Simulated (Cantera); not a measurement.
A closed system holds: 1 mol CO, 0.45 mol O2, 19 mol H2, 0.012 mol NH3, 0.00014 mol H2S, equilibrated at 2.50 mbar.

Equilibrium computed with Cantera from the NASA thermochemical tables; the gas is ideal and each condensed phase is pure. Candidate condensed phases: C, C6H6, C7H8, C8H18, H2O, H2SO4, S; 150 gas species. Kinetics and transport are ignored.

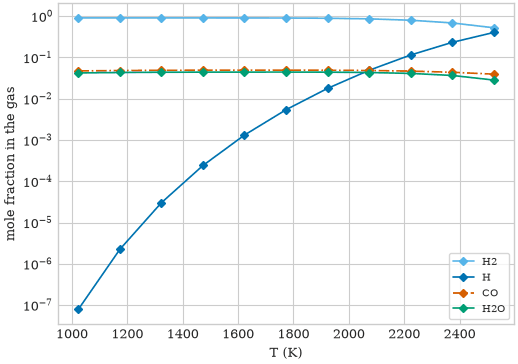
Fig. 1. Equilibrium gas composition (values under 1e-9 drawn at 1e-9)

From 1023 K to 2523 K nothing is condensed. The main C-bearing gas is CO throughout.
